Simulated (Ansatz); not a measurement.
# LaAl2Ge2 (P-3m1): the equilibrium volume

Aim: the volume at which the pressure of LaAl2Ge2 (P-3m1) vanishes.

Computed with Ansatz 0.2.0 (DFT PBEsol, scalar-relativistic, plane waves, PAW, unless a step's input says otherwise).

## (1) The structure to begin with

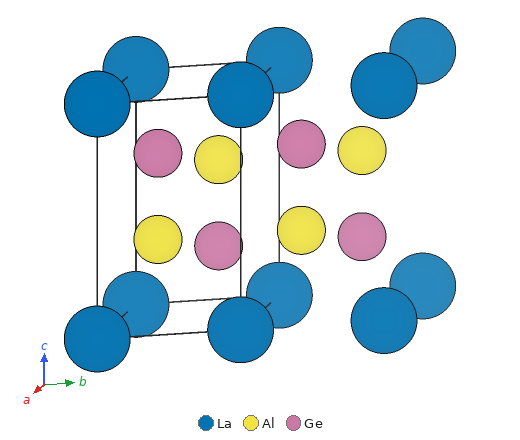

Start, viewed slightly off an axis; lanthanum blue, aluminium yellow, germanium pink. 1×2×1 cells are drawn. Atoms on the faces are drawn again on the opposite ones.

Structure file:

```cif
data_structure
_symmetry_space_group_name_H-M 'P-3m1'
_symmetry_Int_Tables_number 164
_cell_length_a 4.3113
_cell_length_b 4.3113
_cell_length_c 7.0363
_cell_angle_alpha 90.000
_cell_angle_beta 90.000
_cell_angle_gamma 120.000
_cell_volume 113.26
loop_
_atom_site_label
_atom_site_type_symbol
_atom_site_symmetry_multiplicity
_atom_site_Wyckoff_symbol
_atom_site_fract_x
_atom_site_fract_y
_atom_site_fract_z
_atom_site_occupancy
La1 La 1 a 0.00000 0.00000 0.00000 1
Al1 Al 2 d 0.33333 0.66667 0.63870 1
Ge1 Ge 2 d 0.33333 0.66667 0.27192 1
```

## (2) The first run (PBEsol, 6×6×4 mesh)

File input.yaml:

```yaml
crystal:
  lattice:
    - [4.31127575, 0.0, 0.0]
    - [-2.15563788, 3.73367433, 0.0]
    - [0.0, 0.0, 7.03629984]
  atoms:
    - { symbol: La, position: [0.0, 0.0, 0.0] }
    - { symbol: Al, position: [0.3333333333, 0.6666666667, 0.6387] }
    - { symbol: Al, position: [0.6666666667, 0.3333333333, 0.3613] }
    - { symbol: Ge, position: [0.3333333333, 0.6666666667, 0.27192] }
    - { symbol: Ge, position: [0.6666666667, 0.3333333333, 0.72808] }
basis:
  ecutwfc: 420
kpoints:
  mp_grid: { grid: [6, 6, 4] }
hamiltonian:
  xc: pbesol
scf:
  occupations: { method: gaussian, width: 0.1 }
output:
  forces: true
  stress: true
  eigenvalues: true
```

Run with:

```
ansatz run input.yaml --threads 8 --pin off --max-ram 14336MiB --backend cpu --events-out ev --progress --plain --runs-dir out
```

Output (excerpt; [...] marks lines left out):

```text
Warning: RAYON_NUM_THREADS=8 ignored (pool sized by the plan → 8); use --threads N
[...]
Pseudopotentials: kind: paw
Pseudopotential: La, paw, valence charge 11, recommended cutoff 420 eV (normal), La.paw.azcp
Pseudopotential: Al, paw, valence charge 3, recommended cutoff 420 eV (normal), Al.paw.azcp
Pseudopotential: Ge, paw, valence charge 14, recommended cutoff 420 eV (normal), Ge.paw.azcp
Functional definition: PBEsol
[...]
Crystal: 5 atoms, lattice volume = 113.263 Å³
Basis set: ecut = 420 eV, 2213 PW (Γ), exchange–correlation on 60×60×96 points (8 copies of the dense FFT grid, shifted against one another)
Bands: 28, of which v1, the nominal top of the filled ones, is band 23 counted from 1 (22 counted from 0)
Symmetry: 12 space group operations
Space group: P-3m1 (ITA 164), of the structure as read, at distance tolerance 4.8e-5 Å
k-points: 24 of 144
[...]
SCF iter   1: F=—  HF=-15719.845216 eV  |F-HF|=—  |Δ(HF+E_count)|=         —  Δρ=2.79e-3  dr2=3.77e-2  ethr=1.77e-3  ⟨swp⟩=5.8  Hψ=2749  notcnv=0
[...]
SCF iter   7: F=-15719.836820 eV  HF=-15719.836820 eV  |F-HF|=8.17e-9  |Δ(HF+E_count)|=   1.06e-7  Δρ=4.33e-6  dr2=2.18e-8  ethr=2.22e-10  ⟨swp⟩=9.1  Hψ=3329  notcnv=0
[...]
SCF converged after 7 iterations
Free energy (F): -15719.836820 eV
[...]
E sigma→0 (E₀):  -15719.833024 eV
Entropy (-TS):   -0.007592 eV (-1.518 meV/atom)
Fermi energy:    9.414034 eV
[...]
--- Forces (eV/Å), atoms counted from 1 ---
  atom   1  La    -0.00000000    -0.00000000    -0.00000000
  atom   2  Al    -0.00000000    -0.00000000     0.01725404
  atom   3  Al     0.00000000     0.00000000    -0.01725404
  atom   4  Ge    -0.00000000    -0.00000000    -0.14950440
  atom   5  Ge     0.00000000     0.00000000     0.14950440
[...]
--- Stress (GPa, compression-positive) ---
       -1.764785      -0.000000      -0.000000
       -0.000000      -1.764785       0.000000
       -0.000000       0.000000      -2.265358
  P = ⅓ Tr σ = -1.9316 GPa (-19.316 kbar)
--- Band table (eV; the first three rows and the last of 24) ---
[...]
```

Wall time 0.75 s (8 threads of Intel Xeon Platinum 8488C (Sapphire Rapids), shared host); peak memory 0.62 GiB.

This gives: volume 22.653 Å³/atom, pressure -1.93 GPa, no gap.

[end of part 1 of 2]
